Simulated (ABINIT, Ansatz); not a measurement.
# Tl2Te (Fm-3m): phonons by linear response, part 2 of 3

How does Tl2Te (Fm-3m) vibrate, and is this structure a minimum?

ABINIT 10.8.3; DFT LDA, scalar-relativistic, plane waves, HGH norm-conserving pseudopotentials.

So far. Step 2 (Relaxing the cell and atoms): The volume changes by -4.8 % from the cell with which this run began. Step 5 (Zone-centre response): The acoustic modes at Γ come out as far as 0.3 cm⁻¹ from zero, where they should vanish, a small numerical error; the Born charges miss their sum rule by 0.28 e, too much: mesh or cutoff is short for the field response. The relaxed cell has a = 7.415 Å (conventional setting).

The structure was built from a prototype and need not be the compound's stable phase.

### Step 6. Linear response on the mesh

Linear response treats each wavevector of the 2×2×2 mesh in the unit cell; the first-order potentials are kept for the electron-phonon matrix elements.

The input, dfpt_q.abi:

```
ndtset 2

# wavevectors
qpt1 0.5 0.0 0.0
qpt2 0.5 0.5 0.0

# displacements
getwfk_filepath "gso_WFK"
getwfq_filepath "gso_WFK"
kptopt 3
nqpt 1
rfphon 1
rfatpol 1 3
rfdir 1 1 1
tolvrs 1.0d-10
prtwf 0
prtpot 1

# basis, mesh and filling
ecut 20.0
ixc 7
ngkpt 8 8 8
nshiftk 1
shiftk 0.0 0.0 0.0
istwfk *1
occopt 1
nband 6
nstep 100
diemac 9.0
prtebands 0
prtgsr 0
useylm 1

# cell and atoms
acell 3*1.0 Angstrom
rprim 
    0.0 3.707487219 3.707487219
    3.707487219 0.0 3.707487219
    3.707487219 3.707487219 0.0
ntypat 2
znucl 52 81
natom 3
typat 1 2 2
xred 
    0.0 0.0 0.0
    0.25 0.25 0.25
    0.75 0.75 0.75
pp_dirpath "./pseudo"
pseudos "Te.hgh, Tl.hgh"
```

Started as:

```console
$ OMP_NUM_THREADS=1 mpirun -n 4 abinit dfpt_q.abi > dfpt_q.log
```

Numbers of over 12 decimals in the logs are rounded to 6 here.

dfpt_q.abo, the main output file:

```text
[banners, grids, parts of the stress and lines that vanish by symmetry left out]
- input  file    -> dfpt_q.abi
- output file    -> dfpt_q.abo
- root for input  files -> dfpt_qi
[...]
DATASET    1 : space group Fm -3 m (#225); Bravais cF (face-center cubic)
[...]
nfft =       64000          nkpt =         512
[...]
DATASET    2 : space group Fm -3 m (#225); Bravais cF (face-center cubic)
[...]
nfft =       64000          nkpt =         512
[...]
== DATASET  1 ==================================================================
[...]
cutoff_energies: {ecut:  20.0, pawecutdg:  -1.0, }
[...]
Exchange-correlation functional for the present dataset will be:
  LDA: Perdew-Wang 92 LSD fit to Ceperley-Alder data - ixc=7
[...]
Perturbation : displacement of atom   1   along direction   1
[...]
-ETOT  1   1202.1188419026      8.003E+02 2.843E+01 9.896E+06
 ETOT  2   66.819876952802     -1.135E+03 4.671E+00 4.401E+05
 ETOT  3   2.584236     -6.424E+01 6.258E-02 7.085E+03
 ETOT  4   1.905089     -6.791E-01 2.088E-02 4.270E+02
 ETOT  5   1.862830     -4.226E-02 1.203E-03 5.150E+00
[...]
At SCF step   14       vres2   =  7.18E-12 < tolvrs=  1.00E-10 =>converged.
[...]
Perturbation : displacement of atom   1   along direction   2
[...]
-ETOT  1   133.09507584239     -2.316E+02 3.616E+00 3.730E+05
[...]
At SCF step   11       vres2   =  1.06E-11 < tolvrs=  1.00E-10 =>converged.
[...]
Perturbation : displacement of atom   2   along direction   1
[...]
-ETOT  1   190.88252608054      1.284E+02 2.585E+00 1.633E+06
[...]
At SCF step   14       vres2   =  8.63E-12 < tolvrs=  1.00E-10 =>converged.
[...]
Perturbation : displacement of atom   2   along direction   2
[...]
-ETOT  1   12.697336171484     -4.049E+01 1.065E+00 3.325E+04
[...]
At SCF step   12       vres2   =  1.06E-11 < tolvrs=  1.00E-10 =>converged.
[...]
Phonon wavevector (reduced coordinates) :  0.50000  0.00000  0.00000
 Phonon energies in Hartree :
[...]
Phonon frequencies in cm-1    :
-  1.311900E+01  1.311900E+01  4.147344E+01  5.119973E+01  5.119973E+01
-  6.022350E+01  6.718969E+01  8.623471E+01  8.623471E+01
[...]
== DATASET  2 ==================================================================
[...]
cutoff_energies: {ecut:  20.0, pawecutdg:  -1.0, }
[...]
Exchange-correlation functional for the present dataset will be:
  LDA: Perdew-Wang 92 LSD fit to Ceperley-Alder data - ixc=7
[...]
- 81.00000   3.00000     10605                znucl, zion, pspdat
[...]
Perturbation : displacement of atom   1   along direction   1
[...]
-ETOT  1   651.71972536279      2.629E+02 8.873E+00 4.006E+06
[...]
At SCF step   16       vres2   =  6.10E-11 < tolvrs=  1.00E-10 =>converged.
[...]
Perturbation : displacement of atom   2   along direction   1
[...]
-ETOT  1   111.15696499664      5.194E+01 6.046E-01 6.817E+05
[...]
ETOT 13   2.198781     -1.907E-10 1.340E-09 4.725E-10
 ETOT 14   2.198781     -4.577E-11 2.082E-10 8.854E-11
 At SCF step   14       vres2   =  8.85E-11 < tolvrs=  1.00E-10 =>converged.
[...]
Phonon wavevector (reduced coordinates) :  0.50000  0.50000  0.00000
 Phonon energies in Hartree :
[...]
Phonon frequencies in cm-1    :
- -2.778422E+01 -2.778422E+01  4.323956E+01  4.359886E+01  4.359886E+01
-  6.547723E+01  7.678303E+01  7.678303E+01  7.815913E+01
[...]
strten1     0.0000000000E+00  0.0000000000E+00  0.0000000000E+00
           strten2     0.0000000000E+00  0.0000000000E+00  0.0000000000E+00
================================================================================
```

Run time: 6.6 min. Hardware: 4 MPI ranks of Arm Neoverse V2, shared host.

Numbers from this step:

| Quantity | Value |
| --- | --- |
| lowest mode on the q mesh (acoustic ones at the zone centre apart) | -27.78 cm⁻¹ |

Frequencies (cm⁻¹) before the sum rule at the irreducible wavevectors but Γ, which is solved apart; negative means imaginary. Frequencies by wavevector:

```csv
q (fractions),star,mode 1,mode 2,mode 3,mode 4,mode 5,mode 6,mode 7,mode 8,mode 9
0.5 0 0,4,13.12,13.12,41.47,51.2,51.2,60.22,67.19,86.23,86.23
0.5 0.5 0,3,-27.78,-27.78,43.24,43.6,43.6,65.48,76.78,76.78,78.16
```

### Step 7. Dispersion

anaddb transforms the dynamical matrices to force constants, with the dipole-dipole part treated apart, and back along the path; points of the mesh come back as solved, but for the sum rule and, in polar crystals, the LO-TO term at Γ; the rest is interpolation.

The input, anaddb.abi:

```
ddb_filepath "all_DDB"
output_file "anaddb.abo"
outdata_prefix "anaddb"
ifcflag 1
ngqpt 2 2 2
nqshft 1
q1shft 0.0 0.0 0.0
asr 1
chneut 1
dipdip 1
dipquad 0
quadquad 0
enunit 0
eivec 0
nph1l 62
qph1l 
    5.0d-06 0.0 5.0d-06 1.0
    0.05 0.0 0.05 1.0
    0.1 0.0 0.1 1.0
    0.15 0.0 0.15 1.0
    0.2 0.0 0.2 1.0
    0.25 0.0 0.25 1.0
    0.3 0.0 0.3 1.0
    0.35 0.0 0.35 1.0
    0.4 0.0 0.4 1.0
    0.45 0.0 0.45 1.0
    0.5 0.0 0.5 1.0
    0.5125 0.025 0.5125 1.0
    0.525 0.05 0.525 1.0
    0.5375 0.075 0.5375 1.0
    0.55 0.1 0.55 1.0
    0.5625 0.125 0.5625 1.0
    0.575 0.15 0.575 1.0
    0.5875 0.175 0.5875 1.0
    0.6 0.2 0.6 1.0
    0.6125 0.225 0.6125 1.0
    0.625 0.25 0.625 1.0
    0.375 0.375 0.75 1.0
    0.3375 0.3375 0.675 1.0
    0.3 0.3 0.6 1.0
    0.2625 0.2625 0.525 1.0
    0.225 0.225 0.45 1.0
    0.1875 0.1875 0.375 1.0
    0.15 0.15 0.3 1.0
    0.1125 0.1125 0.225 1.0
    0.075 0.075 0.15 1.0
    0.0375 0.0375 0.075 1.0
    5.0d-06 5.0d-06 5.0d-06 1.0
    0.05 0.05 0.05 1.0
    0.1 0.1 0.1 1.0
    0.15 0.15 0.15 1.0
    0.2 0.2 0.2 1.0
    0.25 0.25 0.25 1.0
    0.3 0.3 0.3 1.0
    0.35 0.35 0.35 1.0
    0.4 0.4 0.4 1.0
    0.45 0.45 0.45 1.0
    0.5 0.5 0.5 1.0
    0.5 0.475 0.525 1.0
    0.5 0.45 0.55 1.0
    0.5 0.425 0.575 1.0
    0.5 0.4 0.6 1.0
    0.5 0.375 0.625 1.0
    0.5 0.35 0.65 1.0
    0.5 0.325 0.675 1.0
    0.5 0.3 0.7 1.0
    0.5 0.275 0.725 1.0
    0.5 0.25 0.75 1.0
    0.5 0.225 0.725 1.0
    0.5 0.2 0.7 1.0
    0.5 0.175 0.675 1.0
    0.5 0.15 0.65 1.0
    0.5 0.125 0.625 1.0
    0.5 0.1 0.6 1.0
    0.5 0.075 0.575 1.0
    0.5 0.05 0.55 1.0
    0.5 0.025 0.525 1.0
    0.5 0.0 0.5 1.0
```

The input, mrgddb.in:

```
all_DDB
merged
3
dfpt_gammao_DS2_DDB
dfpt_qo_DS1_DDB
dfpt_qo_DS2_DDB
```

Started as:

```console
$ mrgddb < mrgddb.in > mrgddb.log
$ OMP_NUM_THREADS=1 anaddb anaddb.abi > anaddb.log
```

anaddb.abo, the main output file:

```text
[banners, grids, parts of the stress and lines that vanish by symmetry left out]
-outvars_anaddb: echo values of input variables ----------------------

 Flags :
[...]
Dielectric Tensor and Effective Charges
[...]
Effective charge tensors after
[...]
Phonon wavevector (reduced coordinates) :  0.00001  0.00000  0.00001
 Phonon energies in Hartree :
[...]
Phonon frequencies in cm-1    :
-  0.000000E+00  0.000000E+00  0.000000E+00  6.020814E+01  6.020814E+01
-  6.020814E+01  8.554993E+01  8.554993E+01  9.410520E+01
[...]
Phonon wavevector (reduced coordinates) :  0.05000  0.00000  0.05000
 Phonon energies in Hartree :
[...]
Phonon frequencies in cm-1    :
- -5.745121E-01 -5.745121E-01  8.758893E+00  5.977622E+01  5.977622E+01
-  5.986344E+01  8.541549E+01  8.541549E+01  9.400567E+01
[...]
Phonon wavevector (reduced coordinates) :  0.10000  0.00000  0.10000
 Phonon energies in Hartree :
[...]
Phonon frequencies in cm-1    :
- -1.958090E+00 -1.958090E+00  1.736227E+01  5.851866E+01  5.851866E+01
-  5.884786E+01  8.499471E+01  8.499471E+01  9.367437E+01
[...]
Phonon wavevector (reduced coordinates) :  0.15000  0.00000  0.15000
 Phonon energies in Hartree :
[...]
Phonon frequencies in cm-1    :
- -4.242472E+00 -4.242472E+00  2.566754E+01  5.654539E+01  5.654539E+01
-  5.721869E+01  8.425543E+01  8.425543E+01  9.302481E+01
[...]
Phonon wavevector (reduced coordinates) :  0.20000  0.00000  0.20000
 Phonon energies in Hartree :
[...]
Phonon frequencies in cm-1    :
- -7.406613E+00 -7.406613E+00  3.355545E+01  5.403688E+01  5.403688E+01
-  5.507653E+01  8.319422E+01  8.319422E+01  9.194752E+01
  Phonon wavevector (reduced coordinates) :  0.25000  0.00000  0.25000
 Phonon energies in Hartree :
[...]
Phonon frequencies in cm-1    :
- -1.135607E+01 -1.135607E+01  4.093527E+01  5.126012E+01  5.126012E+01
-  5.257171E+01  8.187129E+01  8.187129E+01  9.034895E+01
  Phonon wavevector (reduced coordinates) :  0.30000  0.00000  0.30000
 Phonon energies in Hartree :
[...]
Phonon frequencies in cm-1    :
- -1.583821E+01 -1.583821E+01  4.774151E+01  4.857126E+01  4.857126E+01
-  4.990993E+01  8.041661E+01  8.041661E+01  8.818760E+01
  Phonon wavevector (reduced coordinates) :  0.35000  0.00000  0.35000
 Phonon energies in Hartree :
[...]
Phonon frequencies in cm-1    :
- -2.036114E+01 -2.036114E+01  4.633350E+01  4.633350E+01  4.735205E+01
-  5.391400E+01  7.900773E+01  7.900773E+01  8.550477E+01
  Phonon wavevector (reduced coordinates) :  0.40000  0.00000  0.40000
 Phonon energies in Hartree :
[...]
Phonon frequencies in cm-1    :
- -2.425127E+01 -2.425127E+01  4.476425E+01  4.476425E+01  4.519902E+01
-  5.933462E+01  7.783287E+01  7.783287E+01  8.247288E+01
  Phonon wavevector (reduced coordinates) :  0.45000  0.00000  0.45000
 Phonon energies in Hartree :
[...]
Phonon frequencies in cm-1    :
- -2.686733E+01 -2.686733E+01  4.375111E+01  4.387912E+01  4.387912E+01
-  6.361127E+01  7.705466E+01  7.705466E+01  7.957470E+01
  Phonon wavevector (reduced coordinates) :  0.50000  0.00000  0.50000
 Phonon energies in Hartree :
[...]
Phonon frequencies in cm-1    :
- -2.778678E+01 -2.778678E+01  4.323918E+01  4.359849E+01  4.359849E+01
-  6.547699E+01  7.678242E+01  7.678242E+01  7.815783E+01
  Phonon wavevector (reduced coordinates) :  0.51250  0.02500  0.51250
 Phonon energies in Hartree :
[...]
Phonon frequencies in cm-1    :
- -2.767357E+01 -2.760736E+01  4.313993E+01  4.361893E+01  4.365650E+01
-  6.545562E+01  7.676106E+01  7.681030E+01  7.812906E+01
  Phonon wavevector (reduced coordinates) :  0.52500  0.05000  0.52500
 Phonon energies in Hartree :
[...]
Phonon frequencies in cm-1    :
- -2.733479E+01 -2.706464E+01  4.293285E+01  4.368027E+01  4.373786E+01
-  6.539172E+01  7.669760E+01  7.689389E+01  7.804534E+01
  Phonon wavevector (reduced coordinates) :  0.53750  0.07500  0.53750
 Phonon energies in Hartree :
[...]
Phonon frequencies in cm-1    :
- -2.677282E+01 -2.614422E+01  4.268226E+01  4.377242E+01  4.378249E+01
-  6.528577E+01  7.659391E+01  7.703302E+01  7.791424E+01
[...]
-  1.311547E+01  1.311547E+01  4.147227E+01  5.119941E+01  5.119941E+01
-  6.022323E+01  6.718866E+01  8.623389E+01  8.623389E+01
  Phonon wavevector (reduced coordinates) :  0.50000  0.47500  0.52500
 Phonon energies in Hartree :
[...]
Phonon frequencies in cm-1    :
-  1.291149E+01  1.384010E+01  4.128483E+01  5.083880E+01  5.107475E+01
-  6.023453E+01  6.739792E+01  8.605443E+01  8.606232E+01
  Phonon wavevector (reduced coordinates) :  0.50000  0.45000  0.55000
 Phonon energies in Hartree :
[...]
Phonon frequencies in cm-1    :
-  1.222593E+01  1.576789E+01  4.072154E+01  4.982786E+01  5.070982E+01
-  6.027775E+01  6.798110E+01  8.552121E+01  8.556842E+01
  Phonon wavevector (reduced coordinates) :  0.50000  0.42500  0.57500
 Phonon energies in Hartree :
[...]
Phonon frequencies in cm-1    :
-  1.078573E+01  1.840404E+01  3.977878E+01  4.835882E+01  5.013149E+01
-  6.037956E+01  6.883678E+01  8.465085E+01  8.480875E+01
  Phonon wavevector (reduced coordinates) :  0.50000  0.40000  0.60000
 Phonon energies in Hartree :
[...]
Phonon frequencies in cm-1    :
-  7.799092E+00  2.131486E+01  3.846630E+01  4.670356E+01  4.938355E+01
-  6.057975E+01  6.986055E+01  8.347461E+01  8.386060E+01
  Phonon wavevector (reduced coordinates) :  0.50000  0.37500  0.62500
 Phonon energies in Hartree :
[...]
Phonon frequencies in cm-1    :
- -4.902023E+00  2.419337E+01  3.687459E+01  4.514092E+01  4.852525E+01
-  6.092245E+01  7.097098E+01  8.204354E+01  8.280334E+01
  Phonon wavevector (reduced coordinates) :  0.50000  0.35000  0.65000
 Phonon energies in Hartree :
[...]
Phonon frequencies in cm-1    :
[...]
Phonon wavevector (reduced coordinates) :  0.50000  0.02500  0.52500
 Phonon energies in Hartree :
[...]
Phonon frequencies in cm-1    :
- -2.768150E+01 -2.730570E+01  4.307887E+01  4.355010E+01  4.376509E+01
-  6.543466E+01  7.675568E+01  7.682184E+01  7.810026E+01
  Phonon wavevector (reduced coordinates) :  0.50000  0.00000  0.50000
 Phonon energies in Hartree :
[...]
Phonon frequencies in cm-1    :
- -2.778678E+01 -2.778678E+01  4.323918E+01  4.359849E+01  4.359849E+01
-  6.547699E+01  7.678242E+01  7.678242E+01  7.815783E+01
-
```

Wall time 1.2 s (1 thread).

Numbers from this step:

```yaml
lowest_frequency_on_the_path: -27.79 cm⁻¹
```

Anaddb, dipole-dipole term. The phonon branches at the labelled points (cm⁻¹):

```csv
point,branch 1,branch 2,branch 3,branch 4,branch 5,branch 6,branch 7,branch 8,branch 9
Γ,0,0,0,60,60,60,86,86,94
X,-28,-28,43,44,44,66,77,77,78
U,-17,10,39,43,46,63,75,77,80
jump to K,-17,10,39,43,46,63,75,77,80
Γ,0,0,0,60,60,60,86,86,94
L,13,13,42,51,51,60,67,86,86
W,-23,32,32,42,45,64,76,76,78
X,-28,-28,43,44,44,66,77,77,78
```

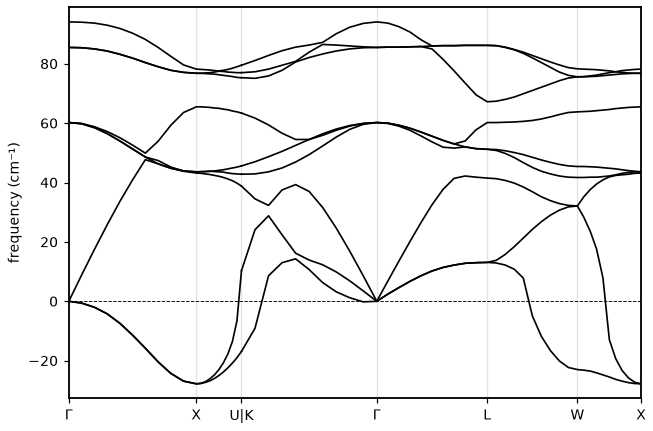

Phonon branches along the path.

The path dips to 28i cm⁻¹.

### Step 8. Density of states

Sums over the zone need many more wavevectors than were solved, so the interpolation is sampled on a dense mesh.

The input, anaddb.abi:

```
ddb_filepath "all_DDB"
output_file "anaddb.abo"
outdata_prefix "anaddb"
ifcflag 1
ngqpt 2 2 2
nqshft 1
q1shft 0.0 0.0 0.0
asr 1
chneut 1
dipdip 1
dipquad 0
quadquad 0
prtdos 2
ng2qpt 11 11 11
dosdeltae 4.5563e-06
ntemper 11
temperinc 100.0
tempermin 0.0
```

Started as:

```console
$ OMP_NUM_THREADS=1 anaddb anaddb.abi > anaddb.log
```

anaddb.abo, the main output file:

```text
-outvars_anaddb: echo values of input variables ----------------------

 Flags :
     ifcflag         1
 Miscellaneous information :
         asr         1
 Interatomic Force Constants Inputs :
      dipdip         1
     dipquad         0
    quadquad         0
      ifcana         0
      ifcout         0
 Description of grid 1 :
        brav         1
       ngqpt         2         2         2
      nqshft         1
      q1shft
                     0.00000000E+00  0.00000000E+00  0.00000000E+00
 Phonon DOS information :
   dosdeltae  4.55630000E-06
    dossmear  4.55633525E-06
 Description of grid 2 (Fourier interp. or BZ sampling):
      ng2qpt        11        11        11
      ngrids         4
      q2shft         0.00000000E+00  0.00000000E+00  0.00000000E+00

================================================================================

 read the DDB information and perform some checks

  ==== Info on the Cryst% object ====
 Real(R)+Recip(G) space primitive vectors, cartesian coordinates (Bohr,Bohr^-1):
 R(1)=  0.0000000  7.0061355  7.0061355  G(1)= -0.0713660  0.0713660  0.0713660
 R(2)=  7.0061355  0.0000000  7.0061355  G(2)=  0.0713660 -0.0713660  0.0713660
 R(3)=  7.0061355  7.0061355  0.0000000  G(3)=  0.0713660  0.0713660 -0.0713660
 Unit cell volume ucvol=  6.8780541E+02 bohr^3
 Angles (23,13,12)=  6.00000000E+01  6.00000000E+01  6.00000000E+01 degrees
 Time-reversal symmetry is present
 Reduced atomic positions [iatom, xred, symbol]:
    1)    0.0000000  0.0000000  0.0000000  Te
    2)    0.2500000  0.2500000  0.2500000  Tl
    3)    0.7500000  0.7500000  0.7500000  Tl

 DDB file with 3 blocks has been read.

================================================================================

 Dielectric Tensor and Effective Charges

 anaddb : Zero the imaginary part of the Dynamical Matrix at Gamma,
   and impose the ASR on the effective charges

 The violation of the charge neutrality conditions
 by the effective charges is as follows :
    atom        electric field
 displacement     direction
       1               1        0.278210        0.000000
       1               2       -0.000000        0.000000
       1               3       -0.000000        0.000000
       2               1       -0.000000        0.000000
       2               2        0.278210        0.000000
       2               3        0.000000        0.000000
       3               1        0.000000        0.000000
       3               2        0.000000        0.000000
       3               3        0.278210        0.000000

 Effective charge tensors after
 imposition of the charge neutrality (if requested by user),
 and eventual restriction to some part :
   atom    displacement
         1         1   -2.940460E+00   -1.470470E-16   -1.471631E-16
         1         2   -1.470470E-16   -2.940460E+00    1.469309E-16
         1         3    1.470470E-16    1.470470E-16   -2.940460E+00
         2         1    1.470230E+00    7.352349E-17    7.358155E-17
         2         2    7.352349E-17    1.470230E+00   -7.346544E-17
         2         3   -7.352349E-17   -7.352349E-17    1.470230E+00
         3         1    1.470230E+00    7.352349E-17    7.358155E-17
         3         2    7.352349E-17    1.470230E+00   -7.346544E-17
         3         3   -7.352349E-17   -7.352349E-17    1.470230E+00
 Now, the imaginary part of the dynamical matrix is zeroed

================================================================================

 Calculation of the interatomic forces

       Homogeneous q point set in the B.Z.
 Grid q points  :        8
  1)   0.00000000E+00  0.00000000E+00  0.00000000E+00
  2)   5.00000000E-01  0.00000000E+00  0.00000000E+00
  3)   0.00000000E+00  5.00000000E-01  0.00000000E+00
  4)   5.00000000E-01  5.00000000E-01  0.00000000E+00
  5)   0.00000000E+00  0.00000000E+00  5.00000000E-01
  6)   5.00000000E-01  0.00000000E+00  5.00000000E-01
  7)   0.00000000E+00  5.00000000E-01  5.00000000E-01
  8)   5.00000000E-01  5.00000000E-01  5.00000000E-01

 The interatomic forces have been obtained

================================================================================

 Calculation of phonon density of states

 Average speed of sound partial sums:     0.3876864291E-03 (at units)
-                                   =           0.8481 [km/s]

 Debye frequency from partial sums:     0.1711889488E-03 (Ha)
-                                 =     0.1126369174E+01 (THz)
-Debye temperature from partial sums:     0.5405719456E+02 (K)

 Average speed of sound:     0.2053775946E-04 (at units)
-                      =           0.0449 [km/s]

 Debye frequency from DOS:     0.9068765862E-05 (Ha)
-                        =     0.5966961292E-01 (THz)
-Debye temperature from DOS:     0.2863689765E+01 (K)

-
```

The job ended after 4.4 s (1 thread).

This step gave:

```yaml
share_of_modes_beyond_3i_cm_minus1_on_the_dense_interpolated_mesh: 0.0728
```

The phonon density of states has structure finer than the step of the table below, so its rows give means over 10 cm⁻¹, whole bins alone (the curve runs from -57.8 to 116 cm⁻¹). Peaks (cm⁻¹: height): 11.2: 0.0753, 46.2: 0.214, 54.2: 0.172, 85.2: 0.268.

Tetrahedra. Table of phonon density of states by wavenumber; means over each step:

```csv
wavenumber (cm⁻¹),phonon density of states (1/cm⁻¹/cell)
-40,0
-30,0.00162
-20,0.0301
-10,0.0290
0,0.0364
10,0.0602
20,0.0392
30,0.0167
40,0.128
50,0.167
60,0.0912
70,0.0368
80,0.210
90,0.0529
100,0
```

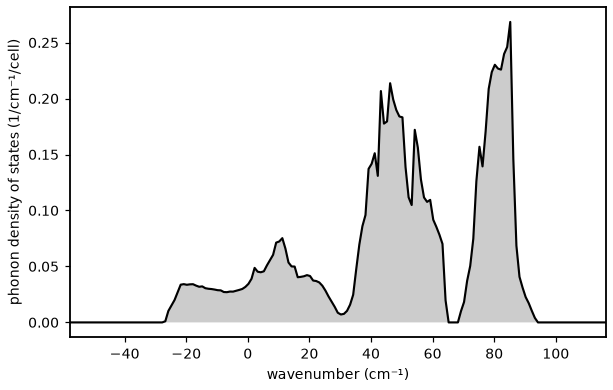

Phonon density of states, plotted against wavenumber.

(Part 2 of 3 ends here.)

[Host names and launcher messages were left out of these logs when they were recorded.]

[Logs are printed without paths, hosts, clocks, repeated set-up lines and the standing remarks that a program may print on its own settings, such as how far it seeks lower states.]

[Hosts, paths, dates, database ids (printed as entryN), source tags and the programs' standing remarks are cut or masked in the printed files.]
